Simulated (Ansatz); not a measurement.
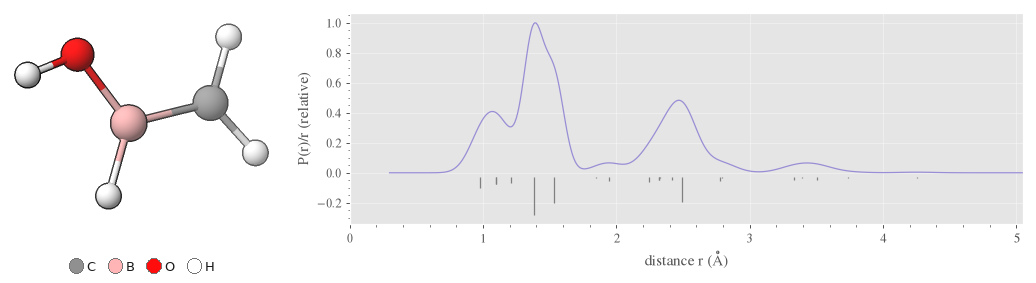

Simulated gas electron diffraction: radial distribution curve of CH4BO (spin multiplicity 2). Each pair of atoms contributes with weight ZᵢZⱼ/r (bars below the curve); damping constant 0.0015 Å²; vibrational amplitudes assumed, not computed: 0.05 Å for bonds, 0.078 Å for bonds to H, 0.06 + 0.015 r up to 0.15 Å for other pairs. The geometry is the end point of an optimisation (UKS PBE-D4/6-31G* in Ansatz); it may be a saddle point or a higher isomer.

### Assign the first 5 clear peaks of the radial distribution curve (– bonded, ··· not bonded).

Peak 1, 1.07 Å: O–H 0.98 Å, C–H 1.10 Å (×2), not resolved
Peak 2, 1.39 Å: O–B 1.38 Å, C–B 1.54 Å, not resolved
Peak 3, 1.94 Å: H···H 1.85 Å, B···H 1.95 Å, not resolved
Peak 4, 2.47 Å: O···H 2.25 Å, B···H 2.32 Å (×2), C···H 2.42 Å, O···C 2.50 Å, not resolved; in its flanks O···H 2.78 Å
Peak 5, 3.43 Å: C···H 3.33 Å, O···H 3.50 Å, not resolved
